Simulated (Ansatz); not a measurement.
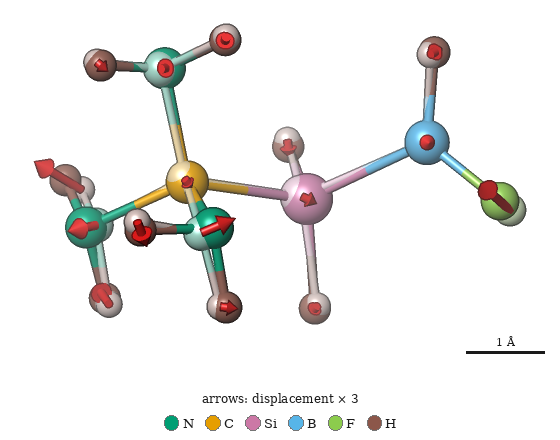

A relaxation of CH9BFN3Si. The starting structure is drawn faded, the final one solid; red arrows show the displacements, 3 times their true length. The two geometries are superimposed by the best rigid fit.

A ball-and-stick model, seen from a free direction.

The run prepares an end point of a later path (torsion) calculation, from a guessed geometry.

The calculation used RKS PBE0-D4/STO-3G (Ansatz). (no spin polarisation; force threshold 0.015 eV/Å; at most 40 steps)

**Describe the change and its energy.**

Over 10 accepted moves (12 points after the start) the energy falls by 26.1 kcal/mol. Largest force component: 4.8 eV/Å at the start, 0.0076 eV/Å at the end. The line search rejected the trial steps at points 3, 11 of the run. The largest move after the best rigid fit is that of the F atom, 0.32 Å. Largest moves by element: F 0.32 Å, H 0.31 Å, N 0.18 Å, Si 0.08 Å, B 0.07 Å, C 0.06 Å. Some distances before and after: B–F 1.430 → 1.310 Å, H–N 1.123 → 1.056 Å, C–N 1.453 → 1.517 Å, H–N 1.000 → 1.058 Å. Among the angles between lasting bonds that change: H–N–H 115.8° → 101.3°, N–C–Si 108.5° → 117.6°, H–N–H 110.6° → 102.6°. Cost: 42 s on 1 thread of Intel(R) Xeon(R) 6975P-C (Granite Rapids), with other jobs on the host, peak memory 0.2 GiB.

Limits of the set-up: STO-3G is a minimal basis, so the numbers are rough.
